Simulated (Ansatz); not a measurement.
```yaml
atoms:
  - { symbol: N, position_ang: [-1.4099, -1.2111, -0.0740] }
  - { symbol: B, position_ang: [-0.4205, -0.2133, -0.0718] }
  - { symbol: B, position_ang: [-0.1153, 0.8411, -1.3617] }
  - { symbol: Te, position_ang: [1.0857, 0.3106, -3.0475] }
  - { symbol: C, position_ang: [0.5532, -0.0548, 1.1856] }
  - { symbol: O, position_ang: [1.1164, 1.2568, 1.1883] }
  - { symbol: H, position_ang: [-2.0254, -1.3916, -0.8668] }
  - { symbol: H, position_ang: [-1.5903, -1.8281, 0.7208] }
  - { symbol: H, position_ang: [-0.5207, 1.9841, -1.4717] }
  - { symbol: H, position_ang: [1.4201, -1.2758, -2.5759] }
  - { symbol: H, position_ang: [1.3414, -0.8467, 1.0718] }
  - { symbol: H, position_ang: [0.0303, -0.2911, 2.1499] }
  - { symbol: H, position_ang: [1.8251, 1.2807, 1.8558] }
```

Core potentials replace the inner electrons of Te.

These are results of Ansatz, RKS PBE/def2-SVP, not measurements.

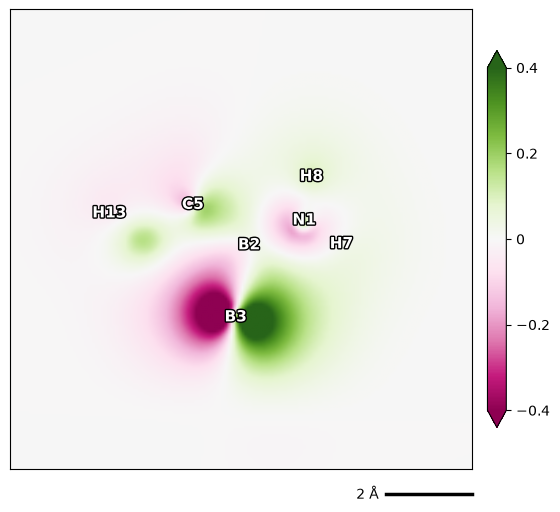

CH7B2NOTe (SMILES NB(B[TeH])CO). One frontier orbital on the plane of atoms B2, N1 and H7 (values in Å⁻³ᐟ²; the overall sign is arbitrary).

### Which orbital is it: HOMO or LUMO?

The LUMO, at −1.89 eV. Its weight (Hirshfeld) is mainly on B3 (about 50 %), Te4 (about 25 %) and B2 (about 10 %).
